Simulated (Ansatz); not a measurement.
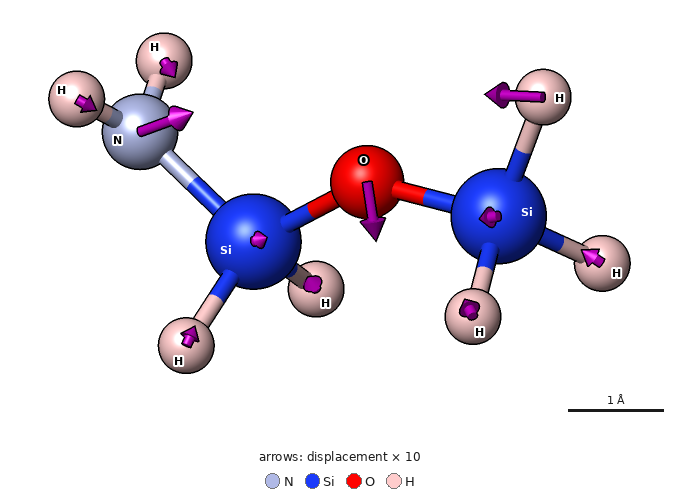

This is a relaxation of Si$_{2}$NH$_{7}$O. The starting structure is drawn; purple arrows show the displacements, 10 times their true length. The two geometries are superimposed by the best rigid fit.

Style: ball-and-stick. Shown at a tilt.

The start comes from PBE-D4/def2-SVP.

Computed with RKS PBE0-D4/def2-TZVP in Ansatz. (force threshold 0.005 eV/Å; at most 150 steps)

> Describe the change and its energy.

The N atom moves most after the best rigid fit: 0.076 Å. By element the largest moves are N 0.076 Å, H 0.075 Å, O 0.066 Å, Si 0.027 Å. Among the contacts that change: O–Si 1.684 → 1.640 Å, O–Si 1.669 → 1.630 Å, N–Si 1.727 → 1.701 Å, H–Si 1.507 → 1.487 Å. Bond angles that change, for instance: Si–O–Si 144.8° → 148.8°. After 5 accepted moves (6 points after the start) the energy has fallen by 8.49 kJ/mol. The largest force component goes from 0.67 to 0.003 eV/Å. The line search rejected the trial step at point 4 of the run.
